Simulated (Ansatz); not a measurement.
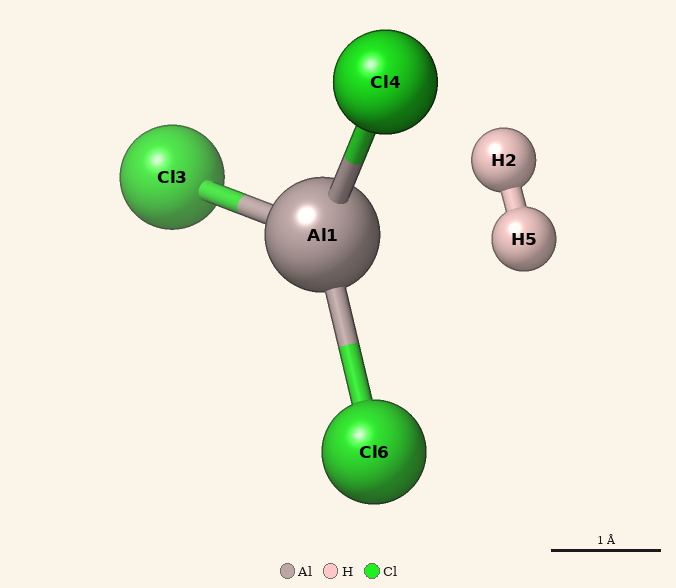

Orthographic view. Atoms fade into the background with distance from the viewer. Computed geometry: PBE0-D4/def2-TZVP optimisation.

Give the distance matrix in Å.

| atom | Al1 | H2 | Cl3 | Cl4 | H5 | Cl6 |
| --- | --- | --- | --- | --- | --- | --- |
| Al1 | 0.00 |  |  |  |  |  |
| H2 | 2.26 | 0.00 |  |  |  |  |
| Cl3 | 2.08 | 3.06 | 0.00 |  |  |  |
| Cl4 | 2.08 | 3.06 | 3.58 | 0.00 |  |  |
| H5 | 2.25 | 0.76 | 3.30 | 3.30 | 0.00 |  |
| Cl6 | 2.08 | 3.37 | 3.59 | 3.59 | 2.86 | 0.00 |
